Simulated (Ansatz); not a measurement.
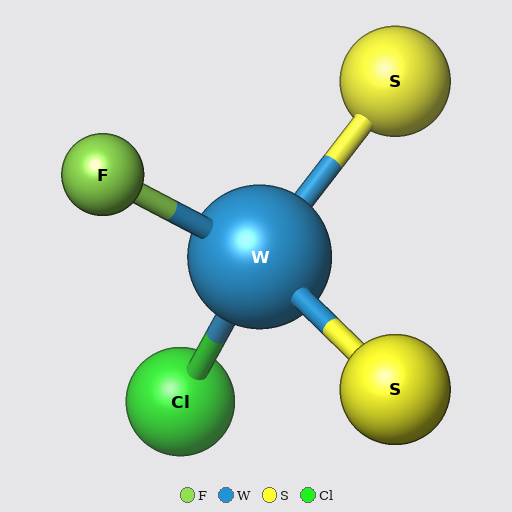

The species is neutral and a spin singlet. The computed structure is the end point of a PBE0-D4/def2-TZVP optimisation.

Which formula does it have?

Answer. WS2ClF, 5 atoms: 1 tungsten, 2 sulfur, 1 chlorine and 1 fluorine.

Count the bonded pairs by element.

Answer. 2 S–W, 1 F–W, 1 Cl–W.

What is its SMILES?

Answer. [F][W](=[S])(=[S])[Cl]

Give the symmetry (Schoenflies symbol).

Answer. Cs.

The parts below concern this one geometry. Atoms keep their numbers from picture to picture.

## Geometry

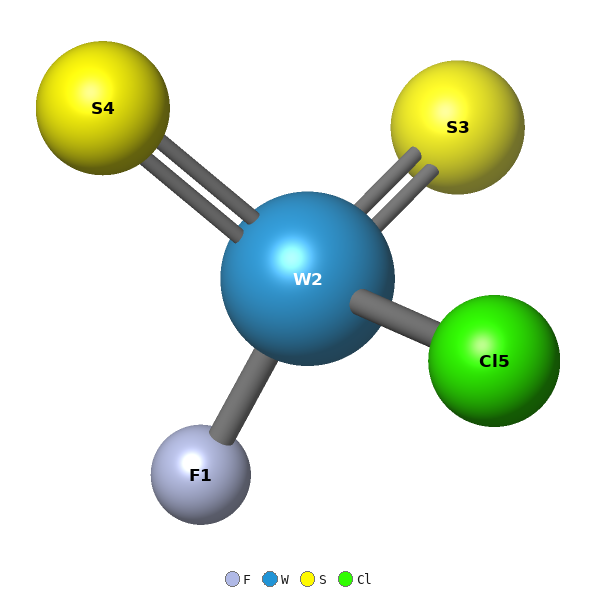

Atoms carry their numbers in the input.

Give the bond lengths.

| bond | length (Å) |
| --- | --- |
| F1–W2 | 1.843 |
| W2–S3 | 2.111 |
| W2–S4 | 2.111 |
| W2–Cl5 | 2.241 |

## Thermal motion

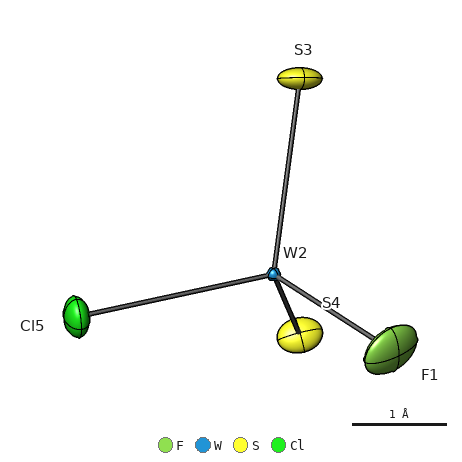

Displacement ellipsoids at the 50 % level, enlarged 2 times, from the internal vibrations of the free molecule (harmonic, no overall translation or rotation; no half-axis is drawn under 0.075 Å). Vibrations computed with RKS PBE0-D4/def2-TZVP, core potentials on W (Ansatz 0.2.0). Temperature: 400 K.

Which atom has the largest mean-square displacement?

Answer. F1, with U_eq = 0.0078 Å².

Give the displacement parameters, one line for each set of equivalent atoms.

```
  atom  U_eq (Å²)   rms amplitudes (Å)
    F1     0.0078  0.046, 0.091, 0.114
    W2    0.00042  0.018, 0.019, 0.024
S3, S4     0.0039  0.038, 0.062, 0.080
   Cl5     0.0043  0.044, 0.074, 0.075
```

## Levels of theory compared

Program: Ansatz 0.2.0.

Compare HOMO energy (eV), HOMO–LUMO gap (eV) at these levels: B3LYP-D4/def2-TZVPP; HSE06 (plane-wave form)-D4/def2-TZVPP; PBE0-D4/def2-QZVPP; PBE0-D4/def2-SVP; PBE0-D4/def2-TZVPP; r2SCANh-D4/def2-TZVPP; ωB97M-V/def2-TZVPP.

```
                                level  HOMO energy (eV)  HOMO–LUMO gap (eV)
                  B3LYP-D4/def2-TZVPP             −7.49                3.97
HSE06 (plane-wave form)-D4/def2-TZVPP             −7.35                3.62
                   PBE0-D4/def2-QZVPP             −7.74                4.37
                     PBE0-D4/def2-SVP             −7.81                4.41
                   PBE0-D4/def2-TZVPP             −7.74                4.38
                r2SCANh-D4/def2-TZVPP             −7.31                3.55
                   ωB97M-V/def2-TZVPP             −9.68                8.39
```

## Charges

The questions are on Mulliken charges. Level of theory: RKS PBE0-D4/def2-TZVP, core potentials on W (Ansatz 0.2.0).

Give the Mulliken charges atom by atom.

```csv
atom,value (e)
F1,−0.34
W2,1.06
S3,−0.24
S4,−0.24
Cl5,−0.25
```

Mulliken values depend strongly on the basis set and can even reverse the polarity of a bond.
